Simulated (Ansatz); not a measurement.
**Phonon calculation, with input and output: BSiNH$_{3}$OF**

System: BSiNH$_{3}$OF, SMILES NB1O[SiH]1F.
Method: RKS PBE0-D4/def2-TZVP (Ansatz 0.2.0).

The geometry comes from this level: PBE0-D4/def2-TZVP. Figures and captions count atoms from 1; the log counts them from 0 in places.

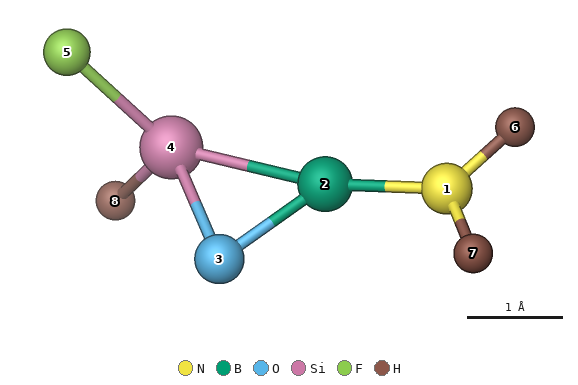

**Figure 1.** The structure as given in the input (ball-and-stick view, seen at a tilt; atoms are numbered from 1 in the order of the input). Bond lengths as drawn: B–N 1.38 Å, B–O 1.39 Å, B–Si 1.88 Å, F–Si 1.59 Å, H–N 1.00 to 1.01 Å, H–Si 1.48 Å and O–Si 1.70 Å.

### The input
```yaml
crystal:
  periodic: [false, false, false]
  atoms:
    - {symbol: N, position_ang: [0.549966, 1.169879, 1.187515]}
    - {symbol: B, position_ang: [0.175603, 0.248111, 0.229508]}
    - {symbol: O, position_ang: [0.799954, -0.904188, -0.222209]}
    - {symbol: Si, position_ang: [-0.657986, -0.806368, -1.081516]}
    - {symbol: F, position_ang: [-1.680688, -1.984954, -0.757651]}
    - {symbol: H, position_ang: [-0.009822, 1.969030, 1.421155]}
    - {symbol: H, position_ang: [1.402780, 1.080756, 1.716197]}
    - {symbol: H, position_ang: [-0.487610, -0.829266, -2.548800]}
basis:
  gaussian: {orbitals: def2-TZVP}
hamiltonian: {xc: pbe0, dispersion: d4}
phonons: {temperatures: {t_min: 298.15, t_max: 900, t_step: 200}}
```

Launched with:
```bash
ansatz run in.yaml --threads 2 --pin off --events-out ev --progress --plain --max-ram 4352MiB
```

### Log
```
Functional definition: PBE0
  name "PBE0"
  cite "Adamo & Barone, J. Chem. Phys. 110, 6158 (1999) doi:10.1063/1.478522"
  cite "Perdew, Burke & Ernzerhof, Phys. Rev. Lett. 77, 3865 (1996) doi:10.1103/PhysRevLett.77.3865"
  parent pbe
  parameter a = 0.25
  parameter kappa = 0.804
  parameter beta = 0.06672455060314922
  exchange = (1 - a)*pbe_x(kappa = kappa, mu = beta*pi^2/3) + a*exact_x
  correlation = pbe_c(beta = beta)
1031 factors; their error is unknown
mean field evaluation 1: about -14842.8590 eV, gradient 7.6e1 eV
mean field evaluation 2: about -14824.6832 eV, gradient 1.2e2 eV
mean field evaluation 4: about -14852.6857 eV, gradient 9.0e0 eV
mean field evaluation 8: about -14852.8210 eV, gradient 2.9e-1 eV
mean field evaluation 16: about -14852.8725 eV, gradient 2.1e-4 eV
mean field -14852.87254839 eV, -545.8329985147 hartree, gradient 5.5e-5 eV, S^2 0.000000; 0 other end points of the search recorded, 0 dependent functions left out
the calculation of the forces begins
reference -14852.87257839 eV, -545.8329996174 hartree; 23, 23 occupied and 156, 156 virtual orbitals, 1031 factors
these checks for a lower state are left out or cut short: stability, starts, cluster_reference, orbital_swaps, neighbouring_geometries, increment
1031 factors; their error is unknown
mean field -14852.87236685 eV, -545.8329918431 hartree, gradient 2.4e-6 eV, S^2 0.000000; 0 other end points of the search recorded, 0 dependent functions left out
[... from here on the field's lines of each further geometry are left out, up to the last ...]
the calculation of the forces begins
reference -14852.87252916 eV, -545.8329978079 hartree; 23, 23 occupied and 156, 156 virtual orbitals, 1031 factors
these checks for a lower state are left out or cut short: stability, starts, cluster_reference, orbital_swaps, neighbouring_geometries, increment
1031 factors; their error is unknown
mean field -14852.87248451 eV, -545.8329961672 hartree, gradient 9.5e-7 eV, S^2 0.000000; 0 other end points of the search recorded, 0 dependent functions left out
the calculation of the forces begins
reference -14852.87251451 eV, -545.8329972698 hartree; 23, 23 occupied and 156, 156 virtual orbitals, 1031 factors
Total energy: -14852.99648399 eV, -545.8375530641 hartree
Atom 0 at     0.549966     1.169879     1.187515 Å, force    -0.004567     0.003086    -0.000708 eV/Å
Atom 1 at     0.175603     0.248111     0.229508 Å, force     0.002207     0.000537     0.002286 eV/Å
Atom 2 at     0.799954    -0.904188    -0.222209 Å, force     0.000895    -0.002127     0.000555 eV/Å
Atom 3 at    -0.657986    -0.806368    -1.081516 Å, force    -0.001496     0.000623    -0.001998 eV/Å
Atom 4 at    -1.680688    -1.984954    -0.757651 Å, force     0.000099    -0.000438     0.000486 eV/Å
Atom 5 at    -0.009822     1.969030     1.421155 Å, force     0.001144    -0.000796     0.000809 eV/Å
Atom 6 at     1.402780     1.080756     1.716197 Å, force     0.001664    -0.000764    -0.000461 eV/Å
Atom 7 at    -0.487610    -0.829266    -2.548800 Å, force     0.000053    -0.000120    -0.000968 eV/Å
Dipole moment:     0.076598     0.544116     0.171297 e Å
Vibrations: 157.19 261.15 303.47 404.48 450.82 544.84 566.77 650.34 739.94 850.33 886.78 929.99 1159.96 1510.75 1636.60 2262.75 3615.16 3732.39 cm⁻¹, zero-point energy 1.280986 eV
```

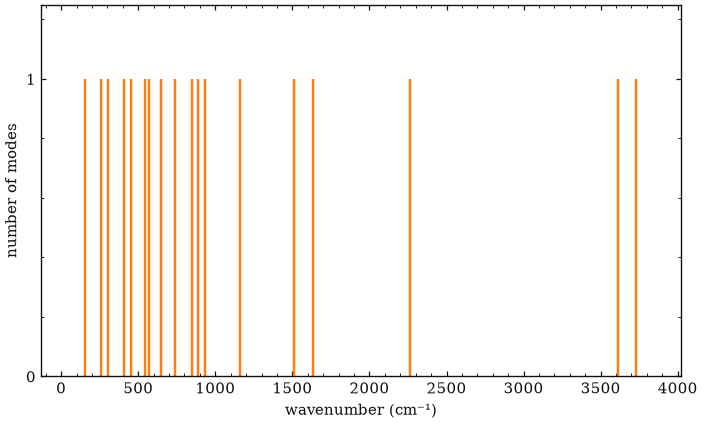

**Figure 2.** Harmonic vibrational wavenumbers from the force constants; neighbouring modes closer than 16 cm⁻¹ are counted in one stick. 18 modes from 157 to 3732 cm⁻¹, none imaginary.

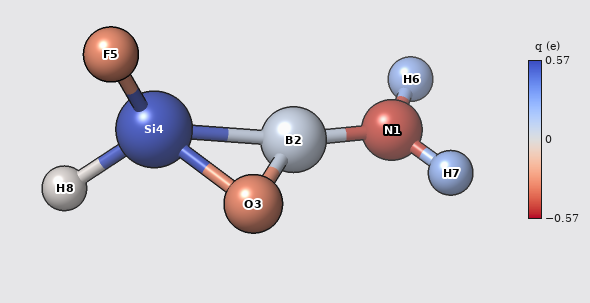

**Figure 3.** Mulliken charges, as the colour of each atom (ball-and-stick view, seen at a tilt; atoms are numbered from 1 in the order of the input). By element: N −0.47, B +0.07, O −0.32, Si +0.54, F −0.30 and H −0.02 to +0.26 e.

### Summary

```json
{"quantity": "outcome", "value": "converged"}
{"quantity": "total energy", "value": "−14852.9965 eV"}
{"quantity": "mean-field energy", "value": "−14852.8726 eV"}
{"quantity": "dispersion energy", "value": "−0.1239 eV"}
{"quantity": "largest force (length of the vector)", "value": "0.006 eV/Å"}
{"quantity": "dipole moment", "value": "2.76 D"}
{"quantity": "hardware", "value": "2 threads of Arm Neoverse V2, 23 GiB of memory available, shared host"}
{"quantity": "wall time", "value": "1.9 min (CPU time 3.7 min)"}
{"quantity": "peak memory", "value": "0.37 GiB"}
```
